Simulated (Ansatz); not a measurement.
Consider SnI4O12 (P-1).

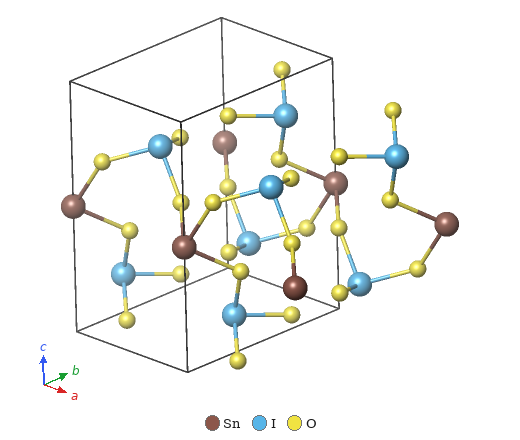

The structure (tin brown, iodine blue, oxygen yellow). 2×1×1 cells are drawn. Some periodic images of atoms are drawn too.

The cell holds 17 atoms: 1 Sn, 4 I and 12 O. Its edges and angles: a = 5.058 Å, b = 6.281 Å, c = 8.386 Å, α = 87.7°, β = 88.6°, γ = 89.0°. It derives from SnI4O12.

```
Sn I O
1.0
     5.05760    0.00000    0.00000
     0.10622    6.27990    0.00000
     0.19802    0.33619    8.37742
Sn I O
1 4 12
Direct
  0.00000 0.00000 0.50000
  0.50611 0.77647 0.23704
  0.49389 0.22353 0.76296
  0.98064 0.69937 0.84369
  0.01936 0.30063 0.15631
  0.78288 0.95906 0.29666
  0.21712 0.04094 0.70334
  0.30312 0.79542 0.42384
  0.69688 0.20458 0.57616
  0.84722 0.74543 0.63692
  0.15278 0.25457 0.36308
  0.82609 0.43520 0.88540
  0.17391 0.56480 0.11460
  0.66745 0.52883 0.29066
  0.33255 0.47117 0.70934
  0.73142 0.86201 0.94562
  0.26858 0.13799 0.05438
```

Geometry: measured cell, ions relaxed with PBE. The runs that relaxed it are not among those shown. Spin-orbit coupling is left out unless a run names it.

Gaps computed with Ansatz 0.2.0 without a self-energy: PBEsol 2.69 eV, PBE 2.75 eV, r2SCAN 3.16 eV, HSE06 4.00 eV, PBE0 4.74 eV and DDH-PBE0 4.48 eV. The mean ε∞ by PBE perturbation theory is 4.57.

Question: Estimate the G0W0@PBE gap with 4×2×2 mesh, 1000 empty bands, screening to 140 eV, PAW set soft_1 files.

About 4.11 eV: on its mesh the run moves the gap from 2.75 eV by +1.37 eV. Among the scalar-relativistic levels given, HSE06 is nearest (−0.11 eV). One-shot corrections scale roughly with one over ε∞, here 0.22. Bands and cutoff are finite, so the gap is not at the basis limit. The miss can reach some tenths of an eV and take either sign; the mesh is an error of its own. The 4×2×2 mesh is coarse for this cell (its supercell is 13 Å along the shortest edge). The RPA ε∞ on it, from the PBE start, is 3.98, 4.53 and 4.60; such meshes misread the long-range screening, most where the gap is narrow. The many-body steps are scalar-relativistic: spin-orbit coupling is not in them.

[Paths, hosts, dates, memory and timing lines, banners, echoed tables and standing remarks are left out of the program output.]

[Logs are printed without paths, hosts, clocks, repeated set-up lines and the standing remarks that a program may print on its own settings, such as how far it seeks lower states.]

[Runs of the session that timed out or met a known fault of the program may be left out.]

[Cells called generated may have been cut or substituted from an entry of the Crystallography Open Database or the Materials Project.]

[Hosts, paths, dates, database ids (printed as entryN), source tags and the programs' standing remarks are cut or masked in the printed files.]
